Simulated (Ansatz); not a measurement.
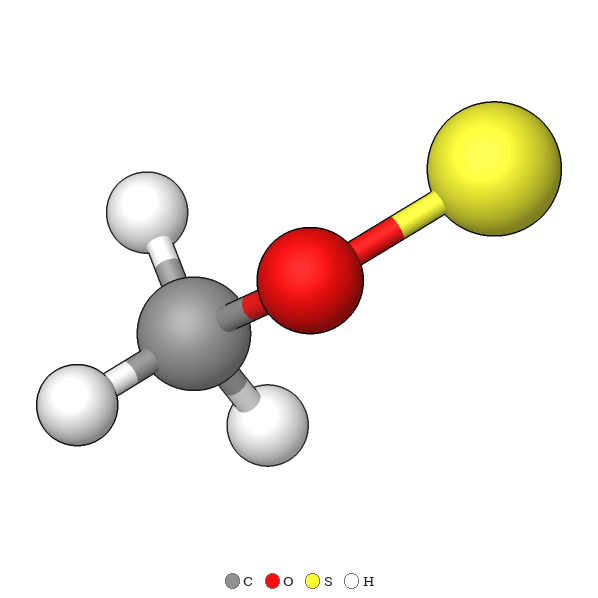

The picture shows a molecular structure as a ball-and-stick model.

Charge 0, doublet. Computed geometry: PBE0-D4/def2-TZVP optimisation. No frequency run is at hand to confirm it as a minimum.

Count the atoms of each element.

Answer. CH3OS, 6 atoms: 1 carbon, 3 hydrogen, 1 oxygen and 1 sulfur.

How many atoms are distinct by symmetry?

Answer. 5: 1 C, 1 O, 1 S, 2 H, 1 H.

Count the bonded pairs by element.

Answer. 3 C–H, 1 C–O, 1 O–S.

Write the SMILES.

Answer. CO[S]

The parts below concern this one geometry. Atoms keep their numbers from picture to picture.

**Geometry**

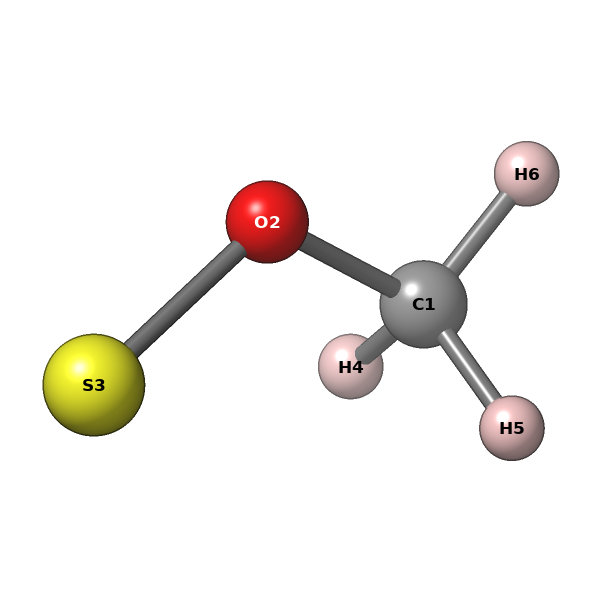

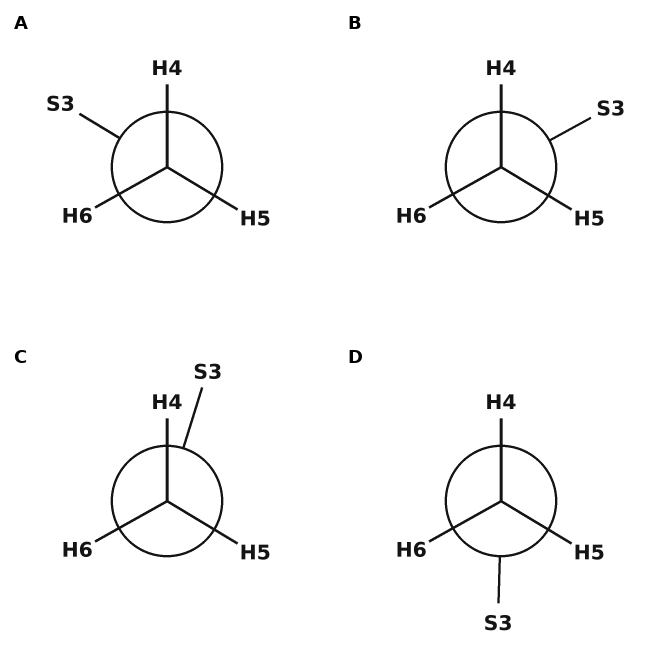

Atoms fade into the background with distance from the viewer. Bonds that would overlap in a projection are set slightly apart. No frequency run is at hand to confirm it as a minimum.

Which Newman projection shows the view along C1–O2, with C1 in front?

Answer. B. The torsion angle H4–C1–O2–S3 is 61°, synclinal (gauche).

**Dipole moment**

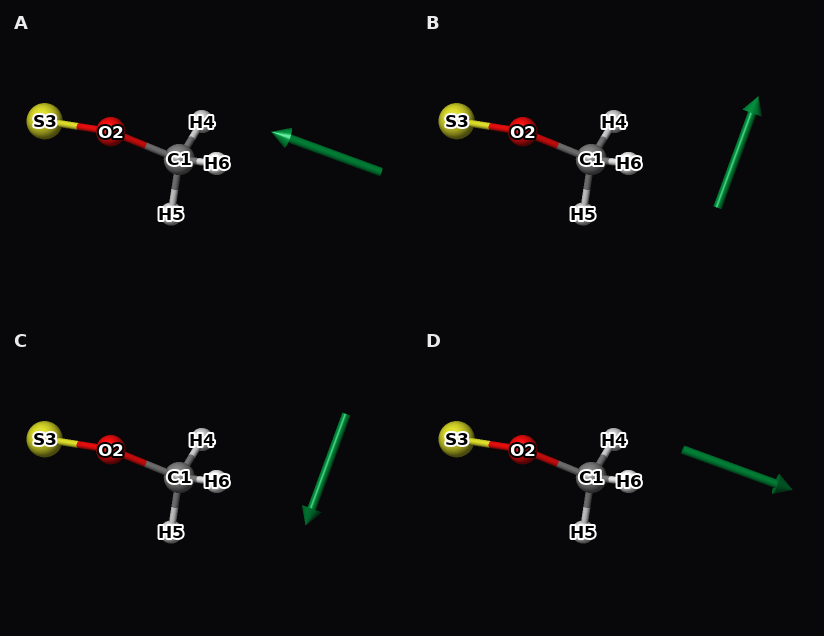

The same molecule four times, each with an arrow. No frequency run is at hand to confirm it as a minimum. Properties computed with UKS PBE0-D4/def2-TZVP (Ansatz 0.2.0).

Which arrow points along the dipole moment, from the negative to the positive end?

Answer. D. The dipole moment is 2.07 D; it points from the side of S3 to the side of H6 (the outermost atoms at the two ends).

**Electronic properties**

No frequency run is at hand to confirm it as a minimum. Level of theory: UHF-CCSD(T), frozen core/def2-TZVPP (Ansatz 0.2.0).

What does the calculation give?

- ⟨S²⟩ of the determinant: 0.767
- T1 diagnostic: 0.021

**Charges**

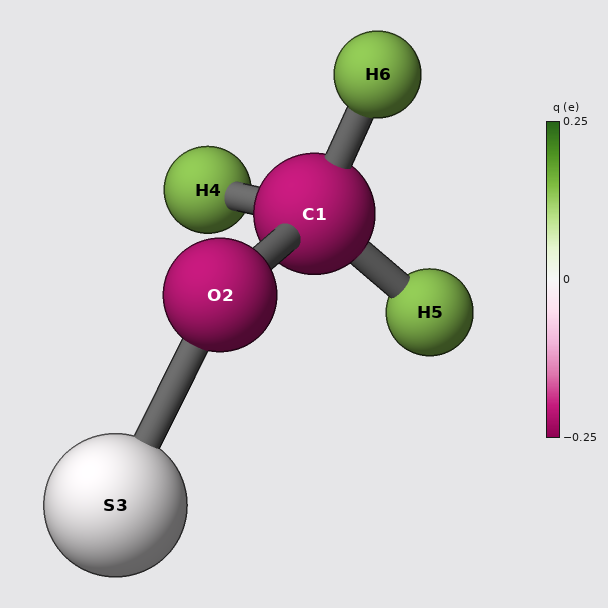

Atoms are coloured by their Mulliken charges. No frequency run is at hand to confirm it as a minimum. Properties computed with UKS PBE0-D4/def2-TZVP (Ansatz 0.2.0).

List the Mulliken charges.

| atom | value (e) |
| --- | --- |
| C1 | −0.20 |
| O2 | −0.20 |
| S3 | 0.00 |
| H4 | 0.14 |
| H5 | 0.14 |
| H6 | 0.14 |

Mulliken values depend strongly on the basis set and can even reverse the polarity of a bond.
